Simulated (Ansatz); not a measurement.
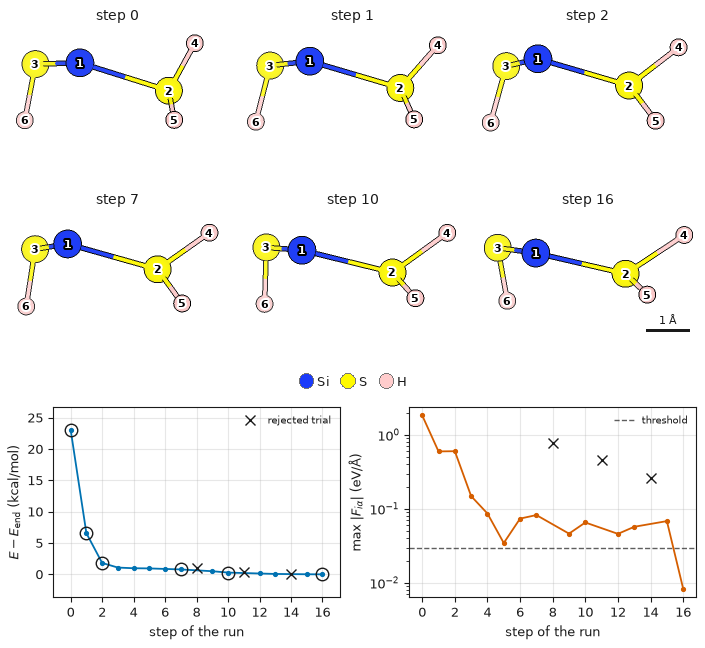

Frames of a relaxation of SiH3S2 (charge −1), marked on the history of the run. The picture is a ball-and-stick view, seen from a free direction.

It is one of the separated reactants of a reaction.

Level of theory: Ansatz, RKS PBE-D4/def2-SVPD.

Input
```yaml
crystal:
  periodic: [false, false, false]
  atoms:
    - {symbol: Si, position_ang: [-0.463937, 0.533705, 0.825241]}
    - {symbol: S, position_ang: [-0.284664, -0.440756, -1.200722]}
    - {symbol: S, position_ang: [1.009867, -0.351553, 1.981934]}
    - {symbol: H, position_ang: [-1.567043, -0.892014, -1.239051]}
    - {symbol: H, position_ang: [-0.579597, 0.726797, -1.832730]}
    - {symbol: H, position_ang: [2.091088, 0.331208, 1.552363]}
basis:
  gaussian: {orbitals: def2-SVPD}
total_charge: -1
hamiltonian: {xc: pbe, dispersion: d4}
relax: {f_tol: 0.03, max_steps: 250}
```

Run as
```bash
ansatz run in.yaml --threads 2 --pin off --events-out ev --progress --plain --max-ram 4352MiB
```

What happens along the run?

The energy falls by 23.1 kcal/mol in 13 accepted moves (16 points after the start). The largest force component goes from 1.8 to 0.0083 eV/Å. The line search rejected the trial steps at points 8, 11, 14 of the run. The largest move after the best rigid fit is that of H4, 0.64 Å. By element the largest moves are H 0.64 Å, Si 0.52 Å, S 0.35 Å. Some distances before and after: S2–H4 1.360 → 1.657 Å, Si1–S3 2.072 → 2.267 Å, Si1–S2 2.255 → 2.287 Å, S3–H6 1.349 → 1.376 Å. Bond angles that change, for instance: Si1–S2–H4 95.4° → 132.1°, S2–Si1–S3 105.1° → 94.7°, H4–S2–H5 93.9° → 86.2°. The run took 22 s on 2 threads of Intel Xeon Platinum 8488C (shared host). From step 0 to 1: H4 moves most (0.19 Å), energy −16.5 kcal/mol. From step 1 to 2: Si1 moves most (0.20 Å), energy −4.74 kcal/mol. From step 2 to 7: H atoms move most (0.14 Å), energy −1.04 kcal/mol. From step 7 to 10: H5 moves most (0.19 Å), energy −0.50 kcal/mol. From step 10 to 16: H6 moves most (0.20 Å), energy −0.28 kcal/mol.
